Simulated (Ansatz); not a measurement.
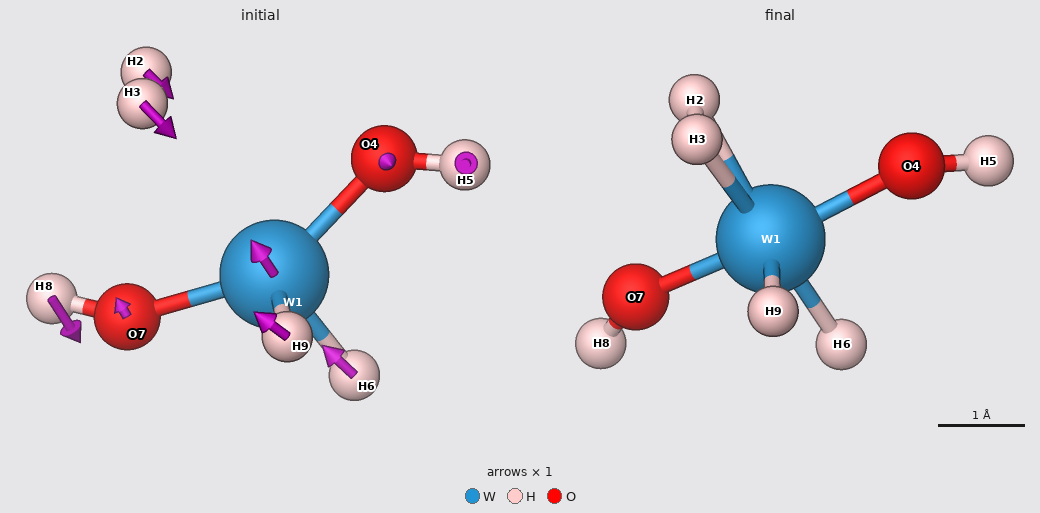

The structure of WH6O2 before (left) and after (right) a relaxation, at one scale. The purple arrows give the displacements, at their true length.

The picture is a ball-and-stick view, seen at a tilt.

The run prepares an end point of a later path (reaction) calculation, from a guessed geometry.

Method: RKS B3LYP-D4/def2-SVP (Ansatz). Set-up: no spin polarisation; force threshold 0.03 eV/Å; at most 50 steps.

> Describe what moved and what it gained.

The energy falls by 0.454 eV in 12 accepted moves (15 points after the start). Largest force component: 1.6 eV/Å at the start, 0.028 eV/Å at the end. The line search rejected the trial steps at points 4, 10, 13 of the run. H8 moves most after the best rigid fit: 0.70 Å. Largest moves by element: H 0.70 Å, W 0.54 Å, O 0.27 Å. Among the contacts that change: W1–H2 2.916 → 1.935 Å, W1–H3 2.915 → 1.944 Å, H2–H3 0.720 → 0.875 Å, W1–H6 1.692 → 1.740 Å. New bonds form, among them: W1–H2 (2.92 → 1.93 Å), W1–H3 (2.91 → 1.94 Å). Bond angles that change, for instance: W1–O4–H5 128.7° → 145.7°, H6–W1–O7 101.3° → 86.6°, O4–W1–O7 147.5° → 160.1°.

Limits of the set-up: the start holds two separate molecules, 2.9 Å apart at their closest, whose relative position is a soft coordinate.
